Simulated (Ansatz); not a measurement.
**SiPH3 (singlet): from Hartree-Fock to the top rungs at a displaced geometry (v2), cc-pVDZ**

How much of the correlation energy of SiPH3 (singlet) does each wave-function method recover here?

Method: cc-pVDZ, core rule «outside noble gas», up to 10 orbitals frozen; program: Ansatz 0.2.0, Gaussian basis.

To be run: UHF; CCSD(T) on RHF; BCCD(T) on RHF; CISD; CCSDT(Q) on RHF.

12 further runs of the same task are left out: 3 that didn't finish, 9 set aside as unsound or not needed. Runs told in other sessions of the task aren't counted.

**1. The system**

The geometry is a PBE0/def2-TZVP stationary point (not a proven minimum) with its atoms shifted at random (size 0.100 Å).

5 atoms, charge 0, spin multiplicity 1.

Atoms are counted from 1 here; the program's logs count them from 0.

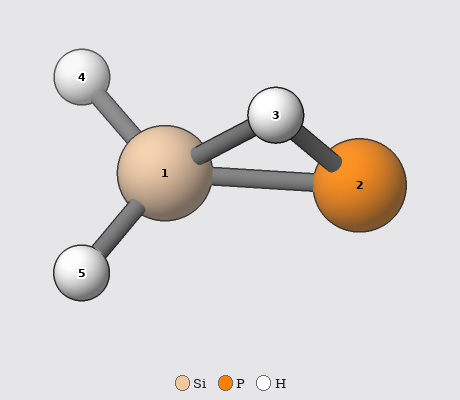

The geometry (silicon light orange, phosphorus orange, hydrogen white); atoms are numbered from 1 in the order of the file.

As a file:

```
Si    0.05736   -0.00090    1.01279
P    -0.10087    0.00747   -1.03486
H     1.25993   -0.02495   -0.18832
H     0.17230    1.10743    1.93578
H     0.06924   -1.28701    1.83290
```

In the tables R marks a restricted determinant and U an unrestricted one; energies count from the table's Hartree-Fock row.

**2. UHF**

in.yaml reads:

```yaml
crystal:
  periodic: [false, false, false]
  atoms:
    - {symbol: Si, position_ang: [0.057359, -0.000901, 1.012792]}
    - {symbol: P, position_ang: [-0.100871, 0.007473, -1.034862]}
    - {symbol: H, position_ang: [1.259926, -0.024950, -0.188316]}
    - {symbol: H, position_ang: [0.172302, 1.107433, 1.935783]}
    - {symbol: H, position_ang: [0.069244, -1.287009, 1.832900]}
basis:
  gaussian: {orbitals: cc-pVDZ}
magnetization: {spin_polarized: true, initial_magnetization: 0}
hamiltonian: {xc: hf}
output: {orbitals: {seedname: orbitals}}
```

Command:

```console
$ ansatz run in.yaml --threads 1 --pin off --events-out ev --progress --plain --max-ram 2393MiB
```

Output:

```text
Functional definition: HF
  name "HF"
  cite "Fock, Z. Phys. 61, 126 (1930) doi:10.1007/BF01340294"
  parent pbe
  exchange = exact_x
  correlation = 0
505 factors; integrals over basis functions are off by at most 1.2e-3 eV
mean field evaluation 1: about -17178.2670 eV, gradient 9.9e0 eV
mean field evaluation 2: about -17178.2720 eV, gradient 9.9e0 eV
mean field evaluation 4: about -17179.2341 eV, gradient 1.3e0 eV
mean field evaluation 8: about -17179.2573 eV, gradient 3.1e-3 eV
mean field evaluation 16: about -17179.2051 eV, gradient 5.5e-1 eV
mean field evaluation 32: about -17177.9685 eV, gradient 6.5e-1 eV
mean field -17179.25730941 eV, -631.3260616019 hartree, gradient 1.0e-5 eV, S^2 0.000000; 0 other end points of the search recorded, 0 dependent functions left out
reference -17179.25730941 eV, -631.3260616019 hartree; 16, 16 occupied and 35, 35 virtual orbitals, 505 factors
Total energy: -17179.25730941 eV, -631.3260616019 hartree
```

It took 0.63 s on 1 thread of Arm Neoverse V1, shared host.

From the report: ⟨S²⟩ of the determinant 0.000 (pure singlet: 0.00).

The unrestricted search falls back on the restricted solution.

**3. CCSD(T) on RHF**

Edit in.yaml of step 2 so:

```diff
@@ -10,4 +10,4 @@
   gaussian: {orbitals: cc-pVDZ}
-magnetization: {spin_polarized: true, initial_magnetization: 0}
-hamiltonian: {xc: hf}
-output: {orbitals: {seedname: orbitals}}
+magnetization: {spin_polarized: false}
+correlation: {method: ccsd_t, electrons: outside_noble_gas}
+output: {forces: true}
```

Launched as before.

Output, cut to the lines that bear on the results:

```text
Functional definition: HF
  name "HF"
  cite "Fock, Z. Phys. 61, 126 (1930) doi:10.1007/BF01340294"
  parent pbe
[...]
505 factors; integrals over basis functions are off by at most 1.2e-3 eV
[...]
mean field -17179.25730941 eV, -631.3260616019 hartree, gradient 2.4e-6 eV, S^2 0.000000; 0 other end points of the search recorded, 0 dependent functions left out
10 core orbitals not correlated: weight in the atoms' cores, before any rotation towards them, 1.000 or more for the frozen orbitals, at most 0.000 for the correlated occupied ones
reference -17179.25730941 eV, -631.3260616019 hartree; 6, 6 occupied and 35, 35 virtual orbitals, 505 factors
second order -5.82338261 eV of doubles, -0.00000000 eV of singles
cycle   1  -6.52721399 eV  change   -7.0e-1 eV  update   7.5e-2
[...]
cycle  13  -6.83033745 eV  change    1.7e-6 eV  update   1.3e-6
perturbative correction -0.23901566 eV, -0.0087836635 hartree
[...]
Total energy: -17186.32666252 eV, -631.5858555371 hartree
Atom 0 at     0.057359    -0.000901     1.012792 Å, force    -0.599933    -1.357834     0.600673 eV/Å
Atom 1 at    -0.100871     0.007473    -1.034862 Å, force     0.115089     0.155684    -1.093598 eV/Å
Atom 2 at     1.259926    -0.024950    -0.188316 Å, force     0.046254    -0.002428    -0.126152 eV/Å
Atom 3 at     0.172302     1.107433     1.935783 Å, force     0.263750     0.781589     0.649316 eV/Å
Atom 4 at     0.069244    -1.287009     1.832900 Å, force     0.174840     0.422989    -0.030239 eV/Å
Dipole moment:     0.034838     0.028190     0.429626 e Å
```

Wall time 1.6 s (1 thread of Arm Neoverse V1, shared host).

From the report: correlation -7.0694 eV; T1 0.015; largest double amplitude 0.04.

**4. BCCD(T) on RHF**

Edit in.yaml of step 3 so:

```diff
@@ -11,3 +11,2 @@
 magnetization: {spin_polarized: false}
-correlation: {method: ccsd_t, electrons: outside_noble_gas}
-output: {forces: true}
+correlation: {method: bccd_t, electrons: outside_noble_gas}
```

Same command.

Output, cut to the lines that bear on the results:

```text
Functional definition: HF
  name "HF"
  cite "Fock, Z. Phys. 61, 126 (1930) doi:10.1007/BF01340294"
  parent pbe
[...]
505 factors; integrals over basis functions are off by at most 1.2e-3 eV
[...]
mean field -17179.25730941 eV, -631.3260616019 hartree, gradient 2.4e-6 eV, S^2 0.000000; 0 other end points of the search recorded, 0 dependent functions left out
10 core orbitals not correlated: weight in the atoms' cores, before any rotation towards them, 1.000 or more for the frozen orbitals, at most 0.000 for the correlated occupied ones
reference -17179.25730941 eV, -631.3260616019 hartree; 6, 6 occupied and 35, 35 virtual orbitals, 505 factors
second order -5.82338261 eV of doubles, -0.00000000 eV of singles
cycle   1  -6.54228936 eV  change   -7.2e-1 eV  update   7.5e-2
[...]
cycle  10  -6.81880527 eV  change    4.3e-6 eV  update   1.0e-5
perturbative correction -0.25169369 eV, -0.0092495725 hartree
Total energy: -17186.32780837 eV, -631.5858976463 hartree
```

It took 0.81 s on 1 thread of Arm Neoverse V1, shared host.

From the report: correlation -7.0705 eV; largest double amplitude 0.04.

**5. CISD**

Edit in.yaml of step 4 so:

```diff
@@ -10,3 +10,2 @@
   gaussian: {orbitals: cc-pVDZ}
-magnetization: {spin_polarized: false}
-correlation: {method: bccd_t, electrons: outside_noble_gas}
+correlation: {active_space: {ras: {orbitals: [6, 0, 35], electrons: 12, max_holes: 2, max_particles: 2}, fixed_orbitals: true}}
```

Launched as before.

Output:

```text
Functional definition: HF
  name "HF"
  cite "Fock, Z. Phys. 61, 126 (1930) doi:10.1007/BF01340294"
  parent pbe
  exchange = exact_x
  correlation = 0
505 factors; integrals over basis functions are off by at most 1.2e-3 eV
mean field evaluation 1: about -17178.2670 eV, gradient 1.4e1 eV
mean field evaluation 2: about -17178.2720 eV, gradient 1.4e1 eV
mean field evaluation 4: about -17179.2341 eV, gradient 1.8e0 eV
mean field evaluation 8: about -17179.2573 eV, gradient 5.3e-4 eV
mean field -17179.25730941 eV, -631.3260616019 hartree, gradient 2.4e-6 eV, S^2 0.000000; 0 other end points of the search recorded, 0 dependent functions left out
reference -17179.25730941 eV, -631.3260616019 hartree; 16, 16 occupied and 35, 35 virtual orbitals, 505 factors
state -17185.45492425 eV, -631.5538197465 hartree
Total energy: -17185.45492425 eV, -631.5538197465 hartree
```

Wall time 1.2 s (1 thread of Arm Neoverse V1, shared host).

From the report: 62,371 determinants.

**6. CCSDT(Q) on RHF**

Edit in.yaml of step 5 so:

```diff
@@ -10,2 +10,3 @@
   gaussian: {orbitals: cc-pVDZ}
-correlation: {active_space: {ras: {orbitals: [6, 0, 35], electrons: 12, max_holes: 2, max_particles: 2}, fixed_orbitals: true}}
+magnetization: {spin_polarized: false}
+correlation: {method: ccsdt_q, electrons: outside_noble_gas}
```

Same command.

Output, cut to the lines that bear on the results:

```text
Functional definition: HF
  name "HF"
  cite "Fock, Z. Phys. 61, 126 (1930) doi:10.1007/BF01340294"
  parent pbe
[...]
985 factors; integrals over basis functions are off by at most 1.6e-7 eV
[...]
mean field -17179.25736087 eV, -631.3260634932 hartree, gradient 2.5e-6 eV, S^2 0.000000; 0 other end points of the search recorded, 0 dependent functions left out
10 core orbitals not correlated: weight in the atoms' cores, before any rotation towards them, 1.000 or more for the frozen orbitals, at most 0.000 for the correlated occupied ones
reference -17179.25736087 eV, -631.3260634932 hartree; 6, 6 occupied and 35, 35 virtual orbitals, 985 factors
second order -5.82343388 eV of doubles, -0.00000000 eV of singles
cycle   1  -6.52721290 eV  change   -7.0e-1 eV  update   8.8e-2
[...]
cycle  17  -7.09993107 eV  change    5.6e-7 eV  update   5.5e-7
perturbative correction -0.01611744 eV, -0.0005923049 hartree
Total energy: -17186.37340938 eV, -631.5875734524 hartree
```

It took 18 s on 1 thread of Arm Neoverse V1, shared host; peak memory 0.3 GiB.

From the report: correlation -7.1160 eV; T1 0.015; largest double amplitude 0.05.

**7. Misses and costs**

The yardstick is RCCSDT(Q), where the cluster series has nearly closed. Rows without a time are mean-field rows or come out of runs for another level: lower rungs of the coupled-cluster runs, or the Hartree-Fock search. The times of RCCSD(T) include forces.

| method | energy from the lowest RHF (meV) | from RCCSDT(Q) (meV) | time |
| --- | --- | --- | --- |
| RHF | 0.0 | +7116.1 |  |
| RMP2 | -5823.4 | +1292.7 |  |
| CISD | -6197.6 | +918.5 | 1.2 s |
| RCCSD | -6830.3 | +285.8 |  |
| RCCSD(T) | -7069.4 | +46.7 | 1.6 s |
| BCCD(T) | -7070.5 | +45.6 | 0.81 s |
| RCCSDT | -7100.0 | +16.1 |  |
| RCCSDT(Q) | -7116.1 | 0 | 18 s |

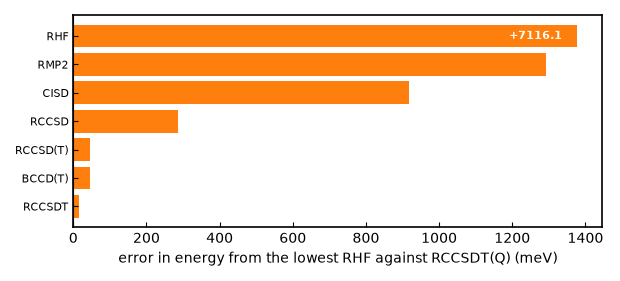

How far each level lands from RCCSDT(Q). Bars with a number in them are cut short.

**8. Summary of results**

| quantity | value |
| --- | --- |
| RCCSDT(Q) from the RHF energy | -7.1161 eV |
| RMP2 from RCCSDT(Q) | +1292.7 meV |
| RCCSD from RCCSDT(Q) | +285.8 meV |
| RCCSD(T) from RCCSDT(Q) | +46.7 meV |
| levels within 1 kcal/mol (43 meV) | RCCSDT |
| T1 diagnostic | 0.015 |

RCCSD(T) lands +46.7 meV from the yardstick (0.7 % of the correlation energy). These misses are within one basis, not against nature.
